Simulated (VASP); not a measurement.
Band structure of MgCd (space group Cm). Level of theory: PBEsol GGA with spin-orbit coupling, VASP's PBE PAW potentials (set 64) (plane waves; VASP).

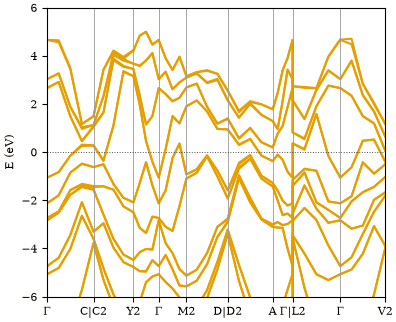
Figure. Bands along high-symmetry lines, zero at the valence-band maximum or, without a gap, the Fermi level

Task: Read the plot: is there a gap, and where are the band edges?

Result: It has no gap at this level: it comes out as a metal or semimetal.

The structure comes from a computed database's MgCd entry (Cm); how it stands against other phases isn't given here. It was relaxed first.
